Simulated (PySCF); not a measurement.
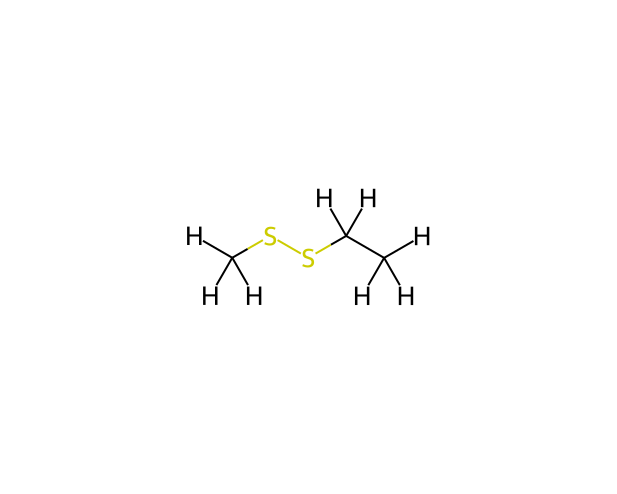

Skeletal drawing of a molecule.

> Transcribe the drawing into SMILES.

CCSSC

> Give the formula, hydrogens included.

C3H8S2.

> An optimisation with PBE0-D3(BJ)/def2-SVP gave a structure of which point group?

C1. Other conformers may differ.

The parts below concern this one geometry. Atoms keep their numbers from picture to picture. The geometry was computed by an optimisation with PBE0-D3(BJ)/def2-SVP. No frequency run is at hand to confirm it as a minimum.

**Shape**

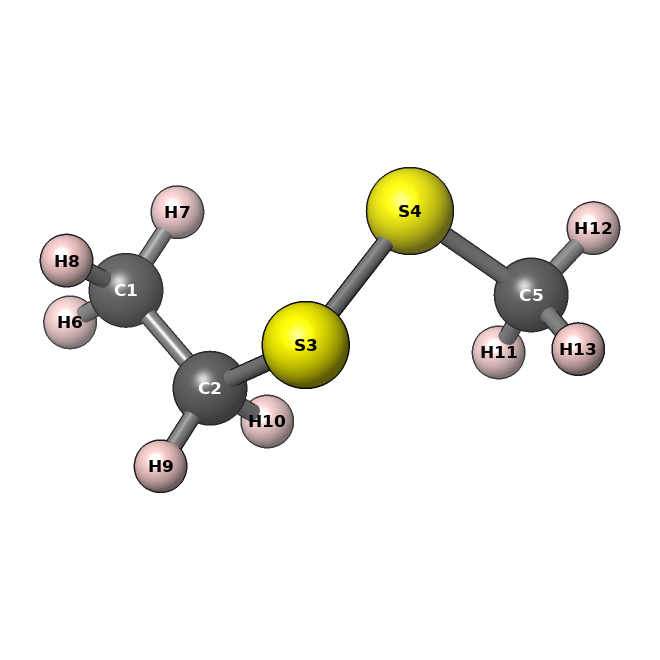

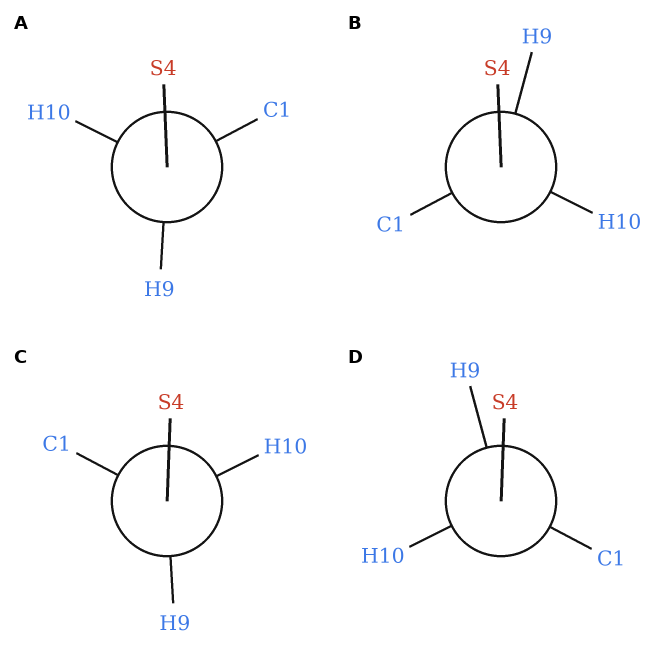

Distant atoms are faded towards the background colour. Bonds that would overlap in a projection are set slightly apart. No frequency run is at hand to confirm it as a minimum.

> Which Newman projection shows the view along S3–C2, with S3 in front?

C. The torsion angle S4–S3–C2–C1 is −64°, synclinal (gauche).

**NMR shielding**

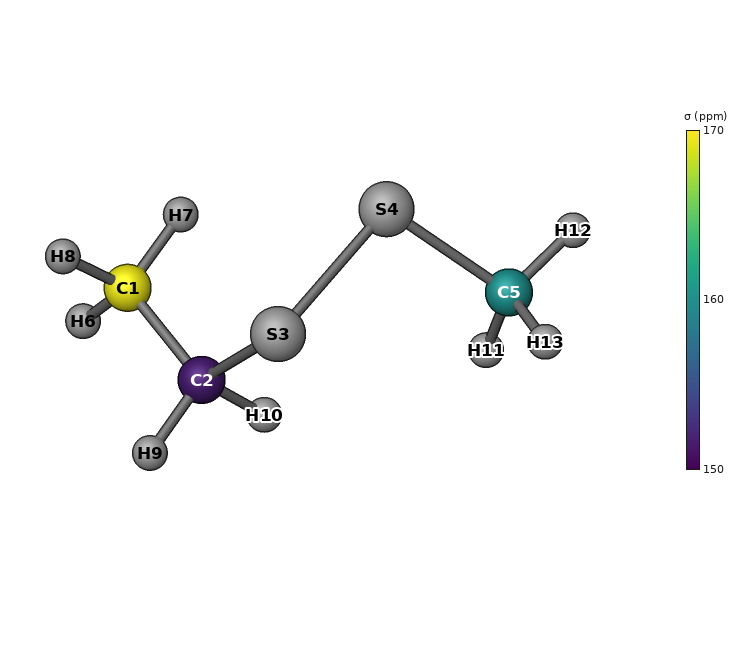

Atoms are coloured by their isotropic NMR shieldings (C only, the others grey). No frequency run is at hand to confirm it as a minimum. Properties computed with GIAO PBE0/pcSseg-1 NMR shielding, non-relativistic, gas phase (PySCF 2.14.0).

List the isotropic NMR shieldings of the C atoms.

| atom | σ (ppm) |
| --- | --- |
| C1 | 169.3 |
| C2 | 151.7 |
| C5 | 160.1 |

**Bond orders**

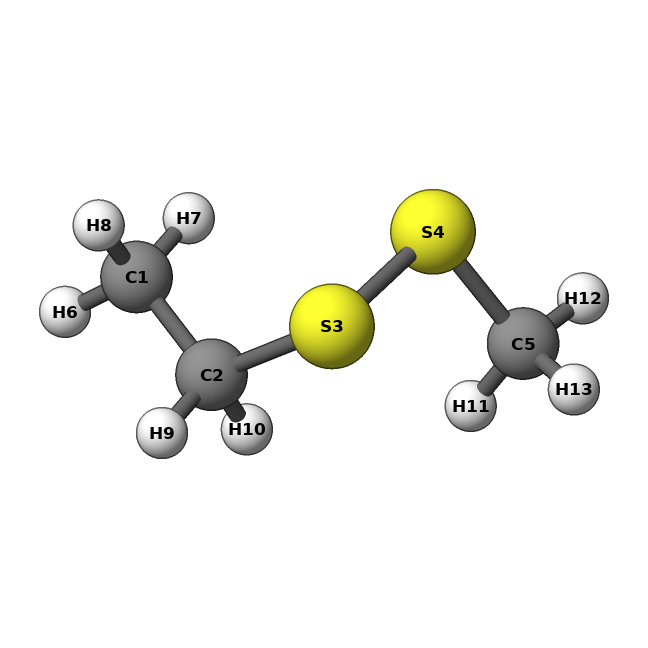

Every bond is drawn as one stick. No frequency run is at hand to confirm it as a minimum. Computed with PBE0/pcSseg-1 (PySCF 2.14.0).

List the Mayer bond orders of C1–C2, C1–H6, C1–H7, C1–H8, C2–S3, C2–H9, C2–H10, S3–S4, S4–C5, C5–H11, C5–H12, C5–H13.

```json
{"bond": "C1–C2", "Mayer order": "1.03", "length (Å)": "1.513"}
{"bond": "C1–H6", "Mayer order": "0.96", "length (Å)": "1.102"}
{"bond": "C1–H7", "Mayer order": "0.96", "length (Å)": "1.101"}
{"bond": "C1–H8", "Mayer order": "0.96", "length (Å)": "1.100"}
{"bond": "C2–S3", "Mayer order": "0.97", "length (Å)": "1.824"}
{"bond": "C2–H9", "Mayer order": "0.94", "length (Å)": "1.103"}
{"bond": "C2–H10", "Mayer order": "0.94", "length (Å)": "1.101"}
{"bond": "S3–S4", "Mayer order": "1.05", "length (Å)": "2.058"}
{"bond": "S4–C5", "Mayer order": "0.96", "length (Å)": "1.812"}
{"bond": "C5–H11", "Mayer order": "0.95", "length (Å)": "1.099"}
{"bond": "C5–H12", "Mayer order": "0.95", "length (Å)": "1.101"}
{"bond": "C5–H13", "Mayer order": "0.95", "length (Å)": "1.098"}
```

**Charges**

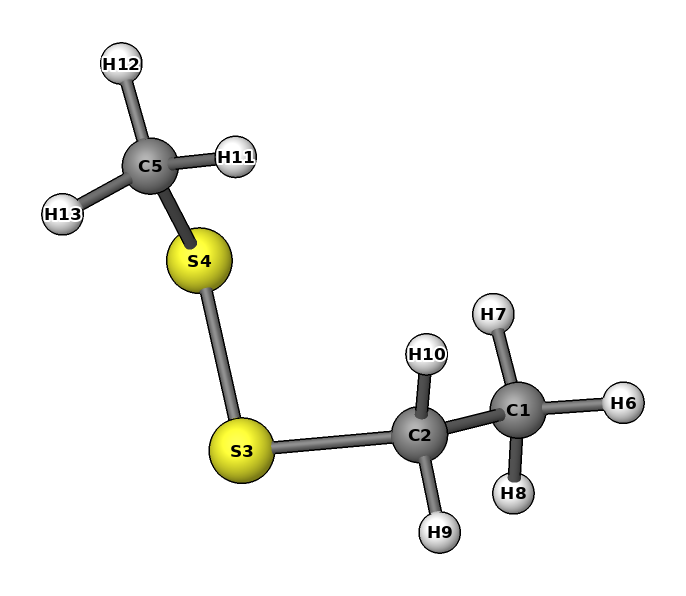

The questions are on Mulliken charges. No frequency run is at hand to confirm it as a minimum. Properties computed with PBE0/pcSseg-1, gas phase (PySCF 2.14.0).

> Which atom carries the highest charge (most positive or least negative)?

H9, H13 (0.16 e).

> And the lowest?

C5 (−0.39 e).

List the Mulliken charges.

```json
{"atom": "C1", "value (e)": "−0.27"}
{"atom": "C2", "value (e)": "−0.38"}
{"atom": "S3", "value (e)": "−0.04"}
{"atom": "S4", "value (e)": "−0.07"}
{"atom": "C5", "value (e)": "−0.39"}
{"atom": "H6", "value (e)": "0.12"}
{"atom": "H7", "value (e)": "0.14"}
{"atom": "H8", "value (e)": "0.13"}
{"atom": "H9", "value (e)": "0.16"}
{"atom": "H10", "value (e)": "0.15"}
{"atom": "H11", "value (e)": "0.15"}
{"atom": "H12", "value (e)": "0.15"}
{"atom": "H13", "value (e)": "0.16"}
```

Mulliken values depend strongly on the basis set and can even reverse the polarity of a bond.
